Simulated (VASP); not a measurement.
Band structure of LiCl (rock salt). All values below come from PBE GGA with D3 dispersion (zero damping), VASP's PBE PAW potentials (set 64) (plane waves; VASP).

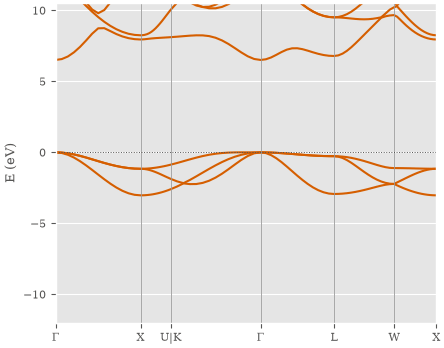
Figure: Bands along high-symmetry lines, zero at the valence-band maximum or, without a gap, the Fermi level

Read the plot: is there a gap, and where are the band edges?

The gap is indirect, 6.51 eV, from the valence maximum at K-Γ at 0.79 to the conduction minimum at Γ. (Edges off the drawn lines would not show.)

Measured: gap 9.40 eV (computed value off by -2.89 eV), as given by Wei Chen et al., Physical Review Materials (2018), doi:10.1103/physrevmaterials.2.073803.

The compound is LiCl in the rock salt structure. It was relaxed first.
